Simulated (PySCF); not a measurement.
**C$_{5}$H$_{11}$NO$_{2}$Si$_{2}$ (SMILES O=C(O)C#CCN([SiH3])C[SiH3]): density, localisation and related maps**

```tsv
atom	x (Å)	y (Å)	z (Å)
O	3.5296	0.3439	-1.9980
C	3.4242	-0.2753	-0.9710
O	4.4542	-0.8880	-0.3689
C	2.1965	-0.4460	-0.2476
C	1.1544	-0.5841	0.3401
C	-0.1492	-0.6394	0.9710
N	-1.0143	0.4315	0.5397
Si	-1.0098	1.9434	1.3680
C	-1.3729	0.3603	-0.8651
Si	-2.3772	-1.1976	-1.3387
H	5.2651	-0.7499	-0.8831
H	-0.6093	-1.6086	0.7290
H	-0.0215	-0.5788	2.0556
H	-2.2921	2.5571	1.0264
H	0.0870	2.8611	1.0289
H	-0.9206	1.5806	2.7830
H	-1.9710	1.2438	-1.0913
H	-0.4725	0.4289	-1.4911
H	-3.2972	-1.5244	-0.2477
H	-3.1195	-0.9004	-2.5631
H	-1.4928	-2.3411	-1.5898
```

Geometry: GFN2-xTB.

Level of theory: PySCF, PBE0/pcSseg-1, SCF density, gas phase, non-relativistic.

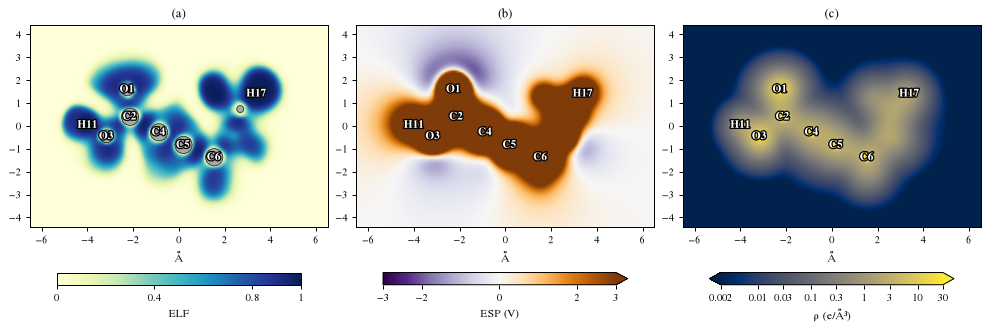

Figure 1. (a) electron localisation function; (b) molecular electrostatic potential; (c) total electron density on the plane of atoms O1, C2 and O3. Grey discs cover the atomic cores in the ELF map.

Describe what can be read from this map.

Answer. Atoms in the plane: O, C and H.
C–O (1.20 Å): ρ is about 3.3 e/Å³ halfway; the ELF peaks at about 0.85 between the atoms: a multiple bond.
C–C (1.20 Å): ρ at the midpoint is about 2.7 e/Å³; the ELF peaks at about 0.85 between the atoms (a multiple bond).
O–H (0.97 Å): ρ is about 3.7 e/Å³ halfway; the ELF climbs to about 1 towards the hydrogen, as it does in any bond to H: an ordinary covalent bond to hydrogen.
C–O (1.34 Å): the density is about 2.5 e/Å³ at the midpoint; the ELF peaks at about 0.90 between the atoms, as expected for a shared but strongly polarised pair.
The ELF also peaks beside O3, N7 and O1, away from the bonds: lone-pair regions.
Outside the dense part of the molecule the potential is most negative (−2.0 V) near O1.

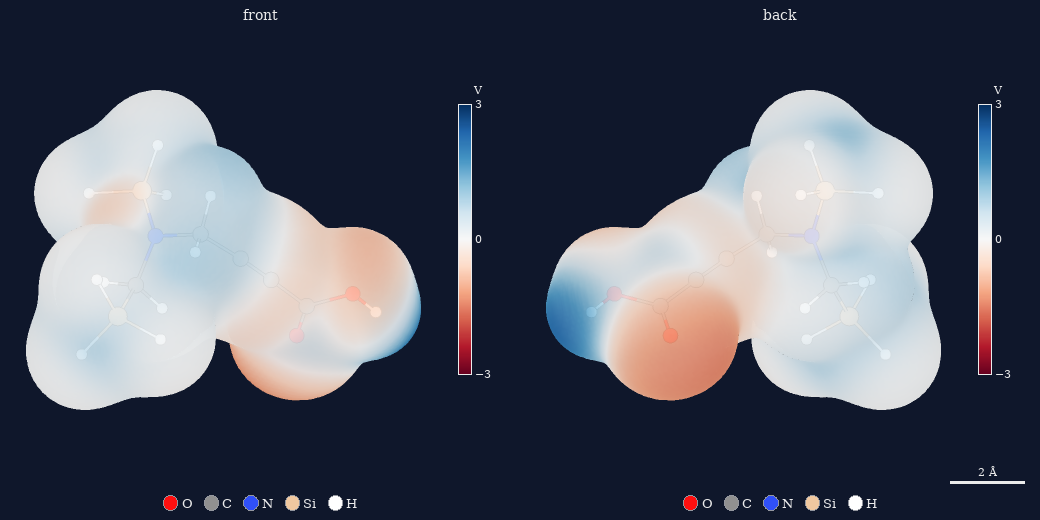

Figure 2. The electrostatic potential painted on the density surface at 0.001 e/bohr³, seen from the front and from behind; red is negative and blue positive.

Which sites attract a positive test charge, and which a negative one?

Answer. A positive charge is drawn to the negative regions and a negative charge to the positive ones. The most negative region (about −1.4 V) lies over O1, the most positive (about +2.2 V) over H11. O1 is the likeliest acceptor of a hydrogen bond.

How polar is the molecule by this calculation?

Answer. Its dipole moment is 1.41 D.
